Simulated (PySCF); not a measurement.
BrH, SMILES `Br`.

Computed with PySCF, r2SCAN/def2-SVP, geometry: GFN2-xTB. No frequency check shows the geometry to be a minimum. GFN2-xTB bond lengths at metals and heavier atoms can be off by up to 0.1 Å and shapes distorted, which carries into these values.

Cartesian coordinates (Å):

```
Br1      0.0389    0.0000    0.0000
H2      -1.3627    0.0000    0.0000
```

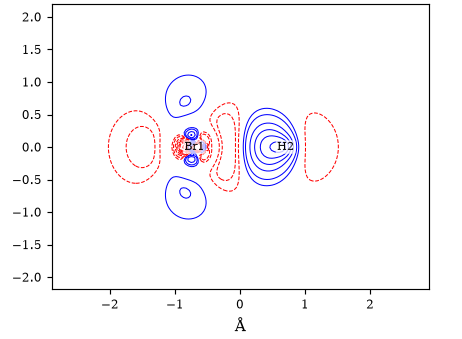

Deformation density (molecule less spherical, spin-averaged free atoms) in a plane that holds the bond; contours at ±0.05 to ±0.8 e/Å³; solid blue lines: gain, dashed red lines: loss.

Q: How much density has each bond in this plane gained at its critical point, relative to the free atoms?

A: Br1–H2: +0.29 e/Å³ at the bond critical point (bond length 1.40 Å, Mayer order 1.0). In all, 0.4 electrons gather in the regions of gain relative to the promolecule.
